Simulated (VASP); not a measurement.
# Ca3FeRhO6: structure and properties in VASP, part 7 of 9

What structure does Ca3FeRhO6 take at this level, and what are its properties? The start is a cell from a database of measured crystal structures.

VASP 6.6.1; PBEsol, DFT+U (Fe d 3 eV, Rh d 3 eV), spin-polarised from a ferromagnetic start; plane waves and PAW (Ca_sv, Fe, Rh_pv, O).

Still holding for the runs below: The magnetic state follows from one typed start and may not be the lowest. Spin-orbit coupling is off here; it would split degenerate levels.

So far, gap on the k-mesh (eV): 1.33 in steps 2, 3, 4 and 6. The relaxed cell has a = 9.106, c = 10.707 Å (conventional setting).

**7. Independent-particle dielectric function (PBEsol + U)**

LOPTICS sums transitions from filled to empty bands. NBANDS is raised for it.

INCAR reads:

```
SYSTEM = Ca3FeRhO6
PREC = Accurate
ENCUT = 520
EDIFF = 1E-06
NELM = 100
ISMEAR = 0
SIGMA = 0.05
LREAL = Auto
ALGO = Fast
GGA = PS
NBANDS = 265
ISPIN = 2
MAGMOM = 0.006 0.006 0.006 0.006 0.006 0.006 4.072 4.072 0.079 0.079 0.111 0.111 0.111 0.111 0.111 0.111 0.111 0.111 0.111 0.111 0.111 0.111
LDAU = .TRUE.
LDAUTYPE = 2
LDAUL = -1 2 2 -1
LDAUU = 0 3 3 0
LDAUJ = 0 0 0 0
LDAUPRINT = 1
LASPH = .TRUE.
LMAXMIX = 4
LORBIT = 11
LWAVE = .FALSE.
LCHARG = .FALSE.
KPAR = 8
LOPTICS = .TRUE.
NEDOS = 1500
CSHIFT = 0.1
```

POSCAR reads:

```
Ca3FeRhO6
1.0
    4.5530437484      2.6287010338      3.5690670341
   -4.5530437484      2.6287010338      3.5690670341
    0.0000000000     -5.2574020675      3.5690670341
Ca Fe Rh O
6 2 2 12
Direct
    0.6187243910      0.8812756090      0.2500000000
    0.2500000000      0.6187243910      0.8812756090
    0.8812756090      0.2500000000      0.6187243910
    0.3812756090      0.1187243910      0.7500000000
    0.7500000000      0.3812756090      0.1187243910
    0.1187243910      0.7500000000      0.3812756090
    0.2500000000      0.2500000000      0.2500000000
    0.7500000000      0.7500000000      0.7500000000
    0.0000000000      0.0000000000      0.0000000000
    0.5000000000      0.5000000000      0.5000000000
    0.2992439191      0.9623634048      0.0994323076
    0.0994323076      0.2992439191      0.9623634048
    0.9623634048      0.0994323076      0.2992439191
    0.4005676924      0.5376365952      0.2007560809
    0.5376365952      0.2007560809      0.4005676924
    0.2007560809      0.4005676924      0.5376365952
    0.7007560809      0.0376365952      0.9005676924
    0.9005676924      0.7007560809      0.0376365952
    0.0376365952      0.9005676924      0.7007560809
    0.5994323076      0.4623634048      0.7992439191
    0.4623634048      0.7992439191      0.5994323076
    0.7992439191      0.5994323076      0.4623634048
```

KPOINTS reads:

```
Automatic mesh
0
Gamma
5 5 5
0 0 0
```

PAW data sets: Ca_sv, Fe, Rh_pv and O (PBE family, release 64).

The run is started by

```bash
mpirun -np 8 vasp_std
```

The program printed:

```text
[... set-up lines as in an earlier step ...]
 entering main loop
       N       E                     dE             d eps       ncg     rms          rms(c)
DAV:   1     0.213915926111E+04    0.21392E+04   -0.66446E+04 20140   0.723E+02
DAV:   2     0.376714159540E+02   -0.21015E+04   -0.18643E+04 20156   0.265E+02
DAV:   3    -0.165702890885E+03   -0.20337E+03   -0.19208E+03 22498   0.884E+01
DAV:   4    -0.177235409415E+03   -0.11533E+02   -0.11163E+02 32520   0.151E+01
DAV:   5    -0.177537374007E+03   -0.30196E+00   -0.30157E+00 25128   0.282E+00    0.562E+01
RMM:   6    -0.155646063188E+03    0.21891E+02   -0.33433E+01 25879   0.101E+01    0.683E+01
RMM:   7    -0.150578431633E+03    0.50676E+01   -0.37866E+00 25517   0.353E+00    0.307E+01
RMM:   8    -0.149872389811E+03    0.70604E+00   -0.66463E-01 27523   0.152E+00    0.191E+01
RMM:   9    -0.150108035087E+03   -0.23565E+00   -0.57481E-01 28017   0.145E+00    0.143E+01
RMM:  10    -0.149800442255E+03    0.30759E+00   -0.16314E-01 28937   0.858E-01    0.480E+00
RMM:  11    -0.149690133942E+03    0.11031E+00   -0.51347E-02 29490   0.444E-01    0.134E+00
RMM:  12    -0.149680149459E+03    0.99845E-02   -0.12651E-02 30736   0.203E-01    0.322E-01
RMM:  13    -0.149681661828E+03   -0.15124E-02   -0.23812E-03 32161   0.850E-02    0.197E-01
RMM:  14    -0.149682045437E+03   -0.38361E-03   -0.46746E-04 33000   0.386E-02    0.149E-01
RMM:  15    -0.149682090224E+03   -0.44787E-04   -0.13418E-04 32957   0.208E-02    0.346E-02
WARNING in EDDRMM: call to ZHEGV failed, returncode =   8  4    186
WARNING in EDDRMM: call to ZHEGV failed, returncode =   8  4    194
RMM:  16    -0.149682098896E+03   -0.86718E-05   -0.27504E-05 34084   0.838E-03    0.146E-02
RMM:  17    -0.149682100931E+03   -0.20355E-05   -0.66727E-06 33276   0.400E-03    0.144E-02
WARNING in EDDRMM: call to ZHEGV failed, returncode =   6  3    192
RMM:  18    -0.149682100980E+03   -0.48738E-07   -0.17162E-06 29597   0.205E-03
   1 F= -.14968210E+03 E0= -.14968210E+03  d E =-.686649E-15  mag=     9.9999
 optical routines
 imaginary and real dielectric function
 recalculating local potential from charge density
 direction            1
 direction            2
 direction            3
```

It took 9.3 min on 8 MPI ranks of Intel Xeon 6975P-C (Granite Rapids), shared host; peak memory 24 GiB; 70 min of CPU time.

From OUTCAR (step 7):

```text
   k-points           NKPTS =     19   k-points in BZ     NKDIM =     19   number of bands    NBANDS=    265

   NELECT =     178.0000    total number of electrons

atom =   7  type =  2  l = 2

 onsite density matrix

spin component  1

  0.9769  0.0000  0.0000 -0.0088  0.0000
  0.0000  1.0177  0.0000 -0.0000 -0.0088
  0.0000  0.0000  0.9788 -0.0000 -0.0000
 -0.0088 -0.0000 -0.0000  1.0177 -0.0000
  0.0000 -0.0088 -0.0000 -0.0000  0.9769

spin component  2

  0.1345 -0.0000 -0.0000 -0.0257  0.0000
 -0.0000  0.2717 -0.0000 -0.0000 -0.0257
 -0.0000 -0.0000  0.1208  0.0000 -0.0000
 -0.0257 -0.0000  0.0000  0.2717 -0.0000
  0.0000 -0.0257 -0.0000 -0.0000  0.1345

 occupancies and eigenvectors

  o =  0.1208  v =  0.0000  0.0000  0.0000  0.0000  0.0000  0.0000 -0.0000 -1.0000  0.0000 -0.0000      0.0000  0.0000  0.0000  0.0000  0.0000  0.0000  0.0000  0.0000  0.0000  0.0000
  o =  0.1298  v =  0.0000  0.0000  0.0000  0.0000  0.0000  0.0000 -0.1782  0.0000  0.0000 -0.9840      0.0000  0.0000  0.0000  0.0000  0.0000  0.0000  0.0000  0.0000  0.0000  0.0000
  o =  0.1298  v =  0.0000  0.0000  0.0000  0.0000  0.0000 -0.9840  0.0000 -0.0000 -0.1782  0.0000      0.0000  0.0000  0.0000  0.0000  0.0000  0.0000  0.0000  0.0000  0.0000  0.0000
  o =  0.2763  v =  0.0000  0.0000  0.0000  0.0000  0.0000  0.1782  0.0000 -0.0000 -0.9840  0.0000      0.0000  0.0000  0.0000  0.0000  0.0000  0.0000  0.0000  0.0000  0.0000  0.0000
  o =  0.2763  v =  0.0000  0.0000  0.0000  0.0000  0.0000  0.0000 -0.9840  0.0000  0.0000  0.1782      0.0000  0.0000  0.0000  0.0000  0.0000  0.0000  0.0000  0.0000  0.0000  0.0000
  o =  0.9751  v =  0.0000  0.2021  0.0000  0.0000  0.9794  0.0000  0.0000  0.0000  0.0000  0.0000      0.0000  0.0000  0.0000  0.0000  0.0000  0.0000  0.0000  0.0000  0.0000  0.0000
  o =  0.9751  v = -0.9794  0.0000  0.0000 -0.2021  0.0000  0.0000  0.0000  0.0000  0.0000  0.0000      0.0000  0.0000  0.0000  0.0000  0.0000  0.0000  0.0000  0.0000  0.0000  0.0000
  o =  0.9788  v =  0.0000  0.0000 -1.0000  0.0000  0.0000  0.0000  0.0000  0.0000  0.0000  0.0000      0.0000  0.0000  0.0000  0.0000  0.0000  0.0000  0.0000  0.0000  0.0000  0.0000
  o =  1.0195  v = -0.2021  0.0000 -0.0000  0.9794 -0.0000  0.0000  0.0000  0.0000  0.0000  0.0000      0.0000  0.0000  0.0000  0.0000  0.0000  0.0000  0.0000  0.0000  0.0000  0.0000
  o =  1.0195  v =  0.0000  0.9794  0.0000  0.0000 -0.2021  0.0000  0.0000  0.0000  0.0000  0.0000      0.0000  0.0000  0.0000  0.0000  0.0000  0.0000  0.0000  0.0000  0.0000  0.0000

atom =   8  type =  2  l = 2

 onsite density matrix

spin component  1

spin component  2

  0.1345  0.0000  0.0000 -0.0257 -0.0000
  0.0000  0.2717 -0.0000 -0.0000 -0.0257
  0.0000 -0.0000  0.1208  0.0000 -0.0000
 -0.0257 -0.0000  0.0000  0.2717 -0.0000
 -0.0000 -0.0257 -0.0000 -0.0000  0.1345

 occupancies and eigenvectors

  o =  0.1208  v =  0.0000  0.0000  0.0000  0.0000  0.0000  0.0000 -0.0000 -1.0000  0.0000 -0.0000      0.0000  0.0000  0.0000  0.0000  0.0000  0.0000  0.0000  0.0000  0.0000  0.0000
  o =  0.1298  v =  0.0000  0.0000  0.0000  0.0000  0.0000 -0.0000  0.1782 -0.0000 -0.0000  0.9840      0.0000  0.0000  0.0000  0.0000  0.0000  0.0000  0.0000  0.0000  0.0000  0.0000
  o =  0.1298  v =  0.0000  0.0000  0.0000  0.0000  0.0000 -0.9840 -0.0000  0.0000 -0.1782 -0.0000      0.0000  0.0000  0.0000  0.0000  0.0000  0.0000  0.0000  0.0000  0.0000  0.0000
  o =  0.2763  v =  0.0000  0.0000  0.0000  0.0000  0.0000 -0.1782 -0.0001  0.0000  0.9840  0.0000      0.0000  0.0000  0.0000  0.0000  0.0000  0.0000  0.0000  0.0000  0.0000  0.0000
  o =  0.2763  v =  0.0000  0.0000  0.0000  0.0000  0.0000  0.0000 -0.9840  0.0000 -0.0001  0.1782      0.0000  0.0000  0.0000  0.0000  0.0000  0.0000  0.0000  0.0000  0.0000  0.0000
  o =  0.9751  v =  0.0000 -0.2021 -0.0000 -0.0000 -0.9794  0.0000  0.0000  0.0000  0.0000  0.0000      0.0000  0.0000  0.0000  0.0000  0.0000  0.0000  0.0000  0.0000  0.0000  0.0000
[...]
93       4.5736      1.00000
     94       4.5736      1.00000
     95       7.7114      0.00000
     96       7.7114      0.00000
     97       7.8124      0.00000
     98       7.8124      0.00000
     99       8.2585      0.00000
    ...

 k-point     2 :       0.2000   -0.0000   -0.0000
  band No.  band energies     occupation
    ...
     90       3.8183      1.00000
     91       3.8984      1.00000
     92       4.3288      1.00000
     93       4.5330      1.00000
     94       4.5337      1.00000
     95       7.7261      0.00000
     96       7.7357      0.00000
     97       7.8176      0.00000
     98       7.8419      0.00000
     99       8.5657      0.00000
    ...

  Total       -0.0398789     -0.0398789     -0.1117968     -0.0000000     -0.0000000      0.0000000
  in kB       -0.2492900     -0.2492900     -0.6988613     -0.0000000     -0.0000000      0.0000000
  external PRESSURE =      -0.3991471 kB  Pullay stress =       0.0000000 kB

 POSITION                                       TOTAL-FORCE (eV/Angst)
 -----------------------------------------------------------------------------------
     -1.19541      2.62870      6.24587        -0.002445      0.000000     -0.000000
     -1.67882     -2.34960      6.24587         0.001222     -0.002117      0.000000
      2.87423     -0.27910      6.24587         0.001222      0.002117      0.000000
      1.19541     -2.62870      4.46133         0.002445      0.000000      0.000000
      1.67882      2.34960      4.46133        -0.001222      0.002117      0.000000
     -2.87423      0.27910      4.46133        -0.001222     -0.002117      0.000000
      0.00000      0.00000      2.67680        -0.000000      0.000000      0.000000
      0.00000      0.00000      8.03040        -0.000000      0.000000      0.000000
      0.00000      0.00000      0.00000        -0.000000      0.000000      0.000000
      0.00000      0.00000      5.35360        -0.000000      0.000000     -0.000000
     -3.01921      2.79363      4.85764         0.003203     -0.005839     -0.000862
     -0.90975     -4.01153      4.85764         0.003455      0.005694     -0.000862
      3.92896      1.21790      4.85764        -0.006658      0.000145     -0.000862
     -0.62408      1.41080      4.06503        -0.006658     -0.000145      0.000862
      1.53383     -0.16493      4.06503         0.003203      0.005839      0.000862
     -0.90975     -1.24587      4.06503         0.003455     -0.005694      0.000862
      3.01921     -2.79363      5.84956        -0.003203      0.005839      0.000862
      0.90975      4.01153      5.84956        -0.003455     -0.005694      0.000862
     -3.92896     -1.21790      5.84956         0.006658     -0.000145      0.000862
      0.62408     -1.41080      6.64218         0.006658      0.000145     -0.000862
     -1.53383      0.16493      6.64218        -0.003203     -0.005839     -0.000862
      0.90975      1.24587      6.64218        -0.003455      0.005694     -0.000862
 -----------------------------------------------------------------------------------
    total drift:                                0.000000     -0.000000      0.000000

  FREE ENERGIE OF THE ION-ELECTRON SYSTEM (eV)
  ---------------------------------------------------
  free  energy   TOTEN  =      -149.6821009799 eV

  energy  without entropy=     -149.6821009799  energy(sigma->0) =     -149.68210098

 plasma frequency squared (from intraband transitions) (eV^2)
  --------------------------------------------------------------------------------------
       0.000       0.000       0.000
       0.000       0.000       0.000
       0.000       0.000       0.000

 magnetization (x)
# of ion       s       p       d       tot
------------------------------------------
    1        0.001   0.001   0.003   0.005
    2        0.001   0.001   0.003   0.005
    3        0.001   0.001   0.003   0.005
    4        0.001   0.001   0.003   0.005
    5        0.001   0.001   0.003   0.005
    6        0.001   0.001   0.003   0.005
    7        0.015   0.025   4.032   4.072
    8        0.015   0.025   4.032   4.072
    9       -0.001  -0.002   0.083   0.079
   10       -0.001  -0.002   0.083   0.079
   11        0.005   0.105   0.000   0.111
   12        0.005   0.105   0.000   0.111
   13        0.005   0.105   0.000   0.111
   14        0.005   0.105   0.000   0.111
   15        0.005   0.105   0.000   0.111
   16        0.005   0.105   0.000   0.111
   17        0.005   0.105   0.000   0.111
   18        0.005   0.105   0.000   0.111
   19        0.005   0.105   0.000   0.111
   20        0.005   0.105   0.000   0.111
   21        0.005   0.105   0.000   0.111
   22        0.005   0.105   0.000   0.111
--------------------------------------------------
tot          0.094   1.320   8.249   9.662

[... 12 parts as in an earlier step ...]

[... 13 further parts left out ...]
[key lines of the parts left out:]
E-fermi :   4.9559
```

These are independent-particle spectra without excitons or local fields, and fine structure depends on the mesh and on CSHIFT.

This step gave:

- SCF cycles: 18
- bands: 265
- Fermi energy: 4.956 eV
- pressure: -0.03991 GPa
- moment of the cell, from the last line of the log: 10.000 μB

The imaginary dielectric function has structure finer than the step of the table below, so its rows give means over 2 eV, whole bins alone (the curve runs from 0 to 25.0 eV). Peaks (eV: height): xx 6.4: 5.80, 7.5: 5.80; zz 1.9: 5.32, 6.3: 7.70.

Table of imaginary dielectric function by photon energy; means over each step:

```tsv
photon energy (eV)	xx	zz
2	0.474	2.53
4	2.33	4.06
6	5.32	6.88
8	4.92	3.67
10	2.69	2.18
12	1.59	1.43
14	1.13	1.19
16	1.59	1.67
18	1.55	1.46
20	1.31	1.31
22	1.09	1.12
```

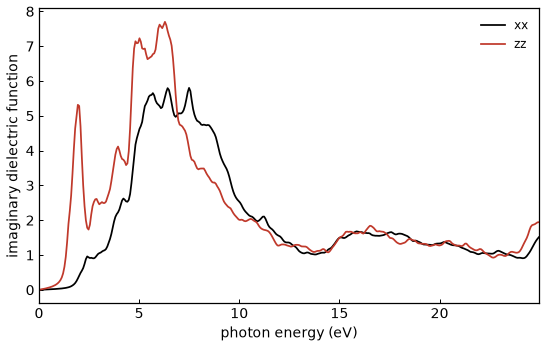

Imaginary dielectric function, plotted against photon energy.

Table of real dielectric function by photon energy:

```tsv
photon energy (eV)	xx	zz
0.0	5.27	7.31
2.5	5.97	6.20
5.0	6.57	5.58
7.5	2.05	-0.233
10.0	-0.0611	0.322
12.5	0.523	0.793
15.0	1.44	1.52
17.5	1.04	0.781
20.0	0.881	0.949
22.5	0.949	0.863
```

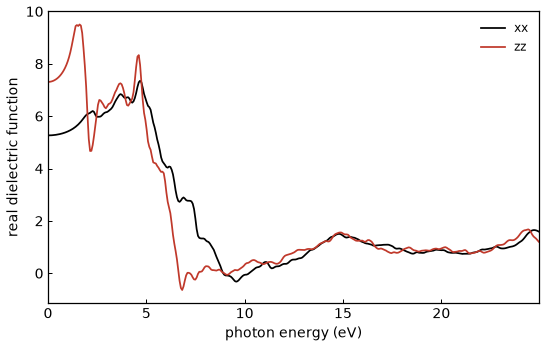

Real dielectric function against photon energy.

(Continued in part 8 of 9.)

[Lines on the potential files, build, host, timing and source positions are cut from VASP's logs without a mark.]

[Logs are printed without paths, hosts, clocks, repeated set-up lines and the standing remarks that a program may print on its own settings, such as how far it seeks lower states.]

[Hosts, paths, dates, database ids (printed as entryN), source tags and the programs' standing remarks are cut or masked in the printed files.]

[A measured line is paired with the nearest computed mode of its activity, which favours agreement.]
